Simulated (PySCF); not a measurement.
# Single-point calculation of SiH3 (charge −1)

The run: single-point calculation of SiH3, charge −1. Method and program: QCISD(T)/6-31G, RHF (PySCF 2.14.0).

The geometry comes from this level: GFN1-xTB.

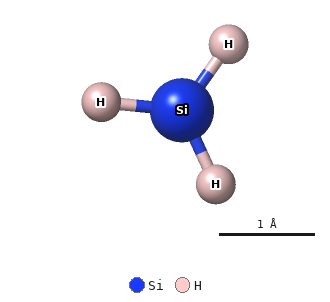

Figure 1. The structure as given in the input (ball-and-stick view, seen on its broad side). Bond lengths as drawn: H–Si 0.86 Å.

## Input (run.py)
```python
# [SiH3]-
from pyscf import gto, scf, cc

molecule = gto.M(
    atom='geometry.xyz',
    verbose=4,
    max_memory=1860,
    basis='6-31g',
    charge=-1,
)

mf = scf.RHF(molecule)
mf.conv_tol = 1e-10
mf.kernel()
if not mf.converged:
    mf = mf.newton().run(mf.mo_coeff, mf.mo_occ)

mycc = cc.QCISD(mf, frozen=5)
mycc.kernel()
e_t = mycc.qcisd_t()
energy = mycc.e_tot + e_t
print(f'total energy: {energy:.8f} hartree')
```

## File geometry.xyz
```
4

Si     0.000000     0.000000     0.000000
H      0.856790    -0.033800     0.028000
H     -0.399700     0.759100     0.003910
H     -0.457090    -0.725300    -0.031910
```

Run on 1 thread of Arm Neoverse V1, 24 GiB of memory available, shared host.

Command:
```bash
OMP_NUM_THREADS=1 python run.py
```

## Output
```
PySCF version 2.14.0

[INPUT] num. atoms = 4
[INPUT] num. electrons = 18
[INPUT] charge = -1
[INPUT] spin (= nelec alpha-beta = 2S) = 0
[INPUT] symmetry False subgroup None
[INPUT] Mole.unit = angstrom
[INPUT] Symbol           X                Y                Z      unit          X                Y                Z       unit  Magmom
[INPUT]  1 Si     0.000000000000   0.000000000000   0.000000000000 AA    0.000000000000   0.000000000000   0.000000000000 Bohr   0.0
[INPUT]  2 H      0.856790000000  -0.033800000000   0.028000000000 AA    1.619098446266  -0.063872743010   0.052912331488 Bohr   0.0
[INPUT]  3 H     -0.399700000000   0.759100000000   0.003910000000 AA   -0.755323531989   1.434491101157   0.007388829147 Bohr   0.0
[INPUT]  4 H     -0.457090000000  -0.725300000000  -0.031910000000 AA   -0.863774914277  -1.370618358147  -0.060301160635 Bohr   0.0

nuclear repulsion = 26.9748346443357
number of shells = 13
number of NR pGTOs = 58
number of NR cGTOs = 19
basis = 6-31g
ecp = {}

******** <class 'pyscf.scf.hf.RHF'> ********
method = RHF
initial guess = minao
damping factor = 0
level_shift factor = 0
DIIS = <class 'pyscf.scf.diis.CDIIS'>
diis_start_cycle = 1
diis_space = 8
diis_damp = 0
SCF conv_tol = 1e-10
SCF conv_tol_grad = None
SCF max_cycles = 50
direct_scf = True
direct_scf_tol = 1e-13
Set gradient conv threshold to 1e-05
Initial guess from minao.
init E= -291.208665007658
  HOMO = -0.13474287221202  LUMO = 0.145934660899045  gap/eV = 7.63762
cycle= 1 E= -289.290343270056  delta_E= 1.92  |g|= 0.179  |ddm|= 1.85
  HOMO = 0.0532457726254538  LUMO = 0.395525906605369  gap/eV = 9.31392
cycle= 2 E= -289.310010558808  delta_E= -0.0197  |g|= 0.0484  |ddm|= 0.543
  HOMO = 0.0283536511835738  LUMO = 0.377428917172137  gap/eV = 9.49882
cycle= 3 E= -289.311377499991  delta_E= -0.00137  |g|= 0.0129  |ddm|= 0.0873
  HOMO = 0.0314386828682098  LUMO = 0.376567991491845  gap/eV = 9.39145
cycle= 4 E= -289.311563885307  delta_E= -0.000186  |g|= 0.00309  |ddm|= 0.0499
  HOMO = 0.0317622376586069  LUMO = 0.375934624760386  gap/eV = 9.36541
cycle= 5 E= -289.311574350764  delta_E= -1.05e-05  |g|= 0.000187  |ddm|= 0.0139
  HOMO = 0.0316856792332016  LUMO = 0.37589114389324  gap/eV = 9.36631
cycle= 6 E= -289.311574375945  delta_E= -2.52e-08  |g|= 3.11e-05  |ddm|= 0.000898
  HOMO = 0.0316885694653355  LUMO = 0.375888841999083  gap/eV = 9.36617
cycle= 7 E= -289.311574376718  delta_E= -7.74e-10  |g|= 7.51e-07  |ddm|= 0.000217
  HOMO = 0.0316875283856191  LUMO = 0.375888768885295  gap/eV = 9.36619
cycle= 8 E= -289.311574376719  delta_E= -1.02e-12  |g|= 5.99e-08  |ddm|= 4.38e-06
  HOMO = 0.0316876236434205  LUMO = 0.375888771293313  gap/eV = 9.36619
Extra cycle  E= -289.311574376719  delta_E= 4.55e-13  |g|= 1.07e-08  |ddm|= 2.46e-07
converged SCF energy = -289.311574376719

******** <class 'pyscf.cc.qcisd.QCISD'> ********
QCISD nocc = 4, nmo = 14
frozen orbitals 5
max_cycle = 50
direct = 0
conv_tol = 1e-07
conv_tol_normt = 1e-05
diis_space = 6
diis_start_cycle = 0
diis_start_energy_diff = 1e+09
Init t2, MP2 energy = -289.368483968141  E_corr(MP2) -0.056909591422336
Init E_corr(QCISD) = -0.056909591422336
cycle = 1  E_corr(QCISD) = -0.0698539424196328  dE = -0.012944351  norm(t1,t2) = 0.0407992
cycle = 2  E_corr(QCISD) = -0.0734687226945039  dE = -0.00361478027  norm(t1,t2) = 0.0163268
cycle = 3  E_corr(QCISD) = -0.0754903099669001  dE = -0.00202158727  norm(t1,t2) = 0.00745706
cycle = 4  E_corr(QCISD) = -0.075338369835325  dE = 0.000151940132  norm(t1,t2) = 0.00115461
cycle = 5  E_corr(QCISD) = -0.0753351641211079  dE = 3.20571422e-06  norm(t1,t2) = 0.00019286
cycle = 6  E_corr(QCISD) = -0.0753357292451511  dE = -5.65124043e-07  norm(t1,t2) = 5.59005e-05
cycle = 7  E_corr(QCISD) = -0.0753341334184535  dE = 1.5958267e-06  norm(t1,t2) = 1.49913e-05
cycle = 8  E_corr(QCISD) = -0.0753341690497262  dE = -3.56312726e-08  norm(t1,t2) = 2.37046e-06
```

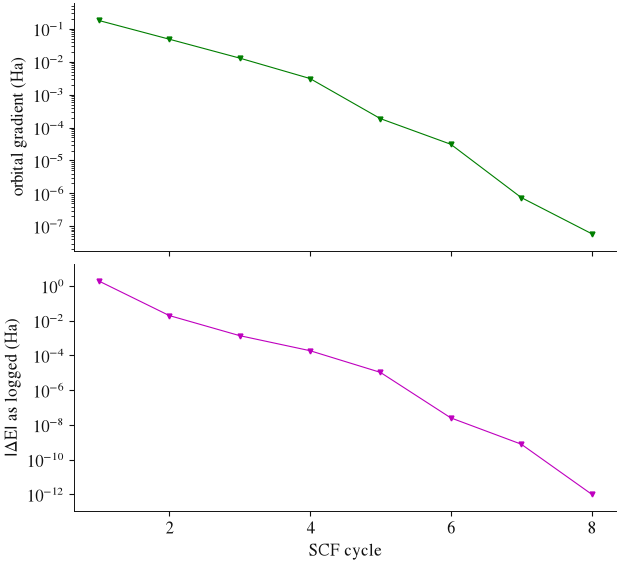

Figure 2. Convergence of the self-consistent field: orbital gradient and size of the energy change against the SCF cycle. The residual falls at every step.

```
QCISD converged
E(QCISD) = -289.3869085457687  E_corr = -0.07533416904972616
QCISD(T) correction = -0.000903617356991164
total energy: -289.38781216 hartree
```

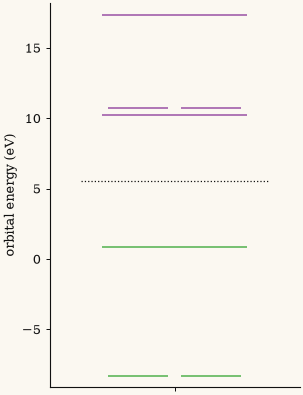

Figure 3. Orbital energies near the frontier (SCF reference); the dotted line parts filled from empty levels, and levels within 0.02 eV of each other stand side by side. Highest filled 0.86 eV, lowest empty 10.23 eV, 9.37 eV apart.

## Key numbers

- outcome: converged
- total energy: −289.387812 hartree
- SCF energy: −289.311574 hartree
- correlation energy: −0.076238 hartree
- (T) correction: −0.000904 hartree
- basis functions: 19
- T1 diagnostic: 0.009
- HOMO of the SCF reference: 0.86 eV
- LUMO of the SCF reference: 10.23 eV
- wall time: 0.86 s
- peak memory: 0.1 GiB

The record of the run, not the program, notes: dipole of an ion depends on the origin.
